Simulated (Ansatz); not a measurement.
CH$_{4}$NSi (charge +1)

Input

```
crystal:
  periodic: [false, false, false]
  atoms:
    - { symbol: "N", position_ang: [-1.26715, -0.04001, -0.75898] }
    - { symbol: C, position_ang: [-0.16769, 0.33308, -0.25771] }
    - { symbol: Si, position_ang: [1.10001, 1.57363, -0.05779] }
    - { symbol: H, position_ang: [-1.78928, 0.58949, -1.3741] }
    - { symbol: H, position_ang: [-1.70677, -0.95287, -0.60722] }
    - { symbol: H, position_ang: [2.2719, 1.45909, -0.899] }
    - { symbol: H, position_ang: [1.02816, 2.40323, 1.12545] }
total_charge: 1
basis:
  gaussian: { orbitals: def2-SVP }
hamiltonian:
  xc: pbe
  dispersion: d4
relax:
  f_tol: 0.015
  max_steps: 40
output:
  orbitals: {}
```

Launched as:

```sh
ansatz run input.yaml --threads 1 --pin off --max-ram 2048MiB --backend cpu --events-out ev --progress --plain --runs-dir out
```

The fields are those of the relaxed geometry.

All numbers below come from RKS PBE-D4/def2-SVP in Ansatz.

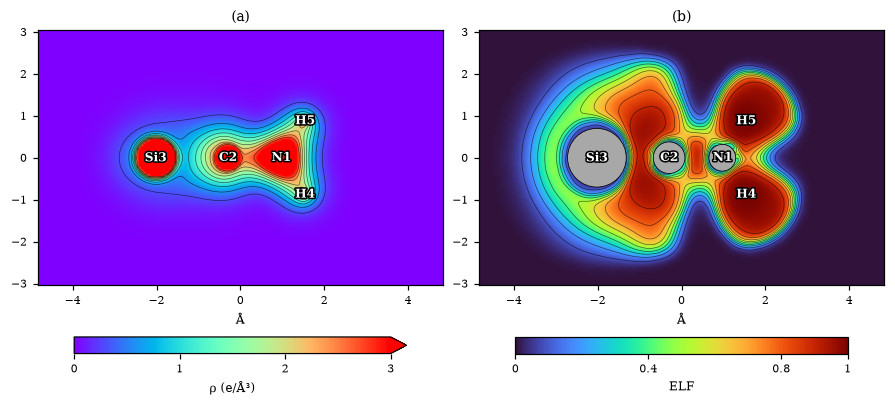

Figure 1. (a) electron density; (b) electron localisation function on the plane of atoms C2, N1 and H4. Grey discs cover the atomic cores in the ELF map.

**What do the fields say about this system?**

The plane passes through N, C, Si and H nuclei. C–N (1.27 Å): ρ is about 2.7 e/Å³ halfway; the ELF peaks at about 0.90 between the atoms; a multiple bond. C–Si (1.72 Å): the density is about 1 e/Å³ at the midpoint; the ELF peaks at about 0.90 between the atoms, as expected for a covalent bond. N–H (1.04 Å): the density is about 2.8 e/Å³ at the midpoint; the ELF climbs to about 1 towards the hydrogen, as it does in any bond to H: a covalent bond by its length.

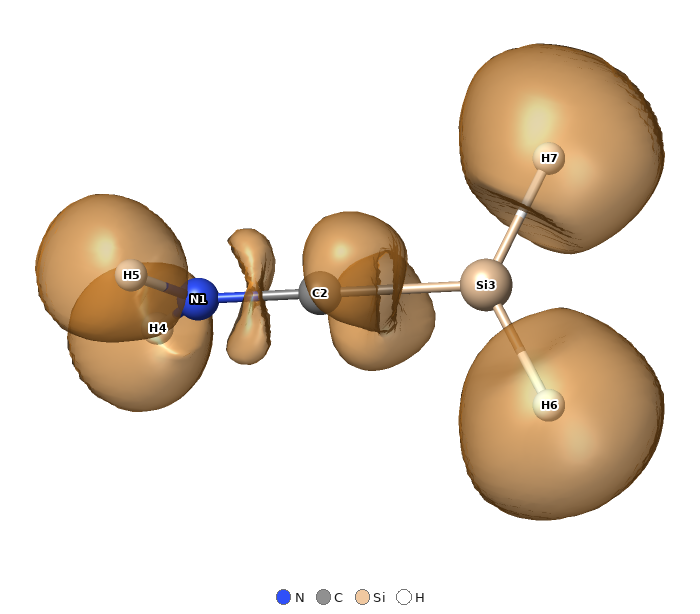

Figure 2. Isosurface of the ELF at 0.85 (orange), seen at a tilt. Core shells and regions of very low density are left out.

**Describe the localisation domains.**

At this value the surface marks out one region between bonded C–N atoms (shared pairs), one region between bonded C–Si atoms (shared pairs) and four regions around hydrogen nuclei.

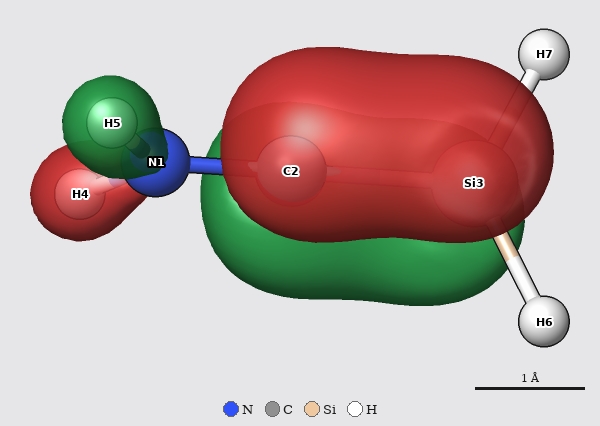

Figure 3. The HOMO at ±0.15 Å⁻³ᐟ² (green and red are the two phases), seen at a tilt.

**Where does this orbital lie, and at what energy?**

Its weight (Hirshfeld) is mainly on C2 (about 50 %), Si3 (about 35 %) and N1 (about 5 %); π-bonding across C2–Si3. Its energy is −11.53 eV.
